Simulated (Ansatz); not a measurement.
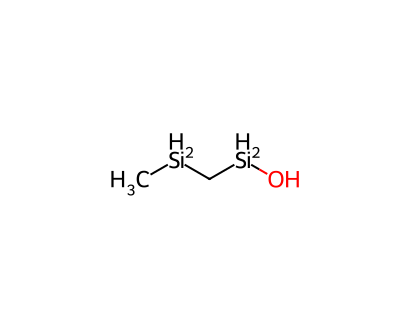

Computed geometry: PBE0-D4/def2-TZVP optimisation. No frequency run is at hand to confirm it as a minimum. Method: RKS r2SCAN-D4/def2-TZVPP (Ansatz 0.2.0).

What does the calculation give?

The species is C2H10OSi2 (`C[SiH2]C[SiH2]O`).
- dipole moment: 1.97 D
- HOMO energy (Kohn–Sham orbital): −7.16 eV
- LUMO energy (Kohn–Sham orbital): −0.16 eV
- HOMO–LUMO gap: 7.00 eV
- dispersion correction: −8.2 kJ/mol
